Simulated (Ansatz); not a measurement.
AlAs: response to strain

Start from AlAs in the zinc blende structure (space group F-43m, No. 216; a = 5.674 Å).

Strains are applied to the cell and any free atomic positions relax.

Calculations: plane-wave PAW DFT at the PBEsol level (Ansatz, an electronic-structure program, 420 eV), no spin-orbit coupling, earlier PAW set.

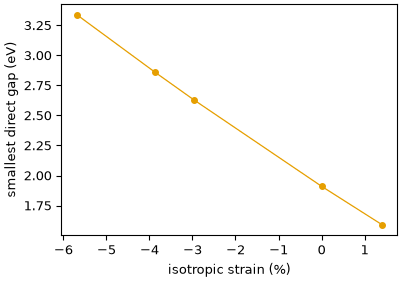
Figure. Smallest direct gap against isotropic strain

| isotropic strain (%) | smallest direct gap |
|---|---|
| -5.69 | 3.34 eV |
| -3.88 | 2.86 eV |
| -2.97 | 2.63 eV |
| 1.4 | 1.59 eV |

Whether these cells are dynamically stable was not tested.
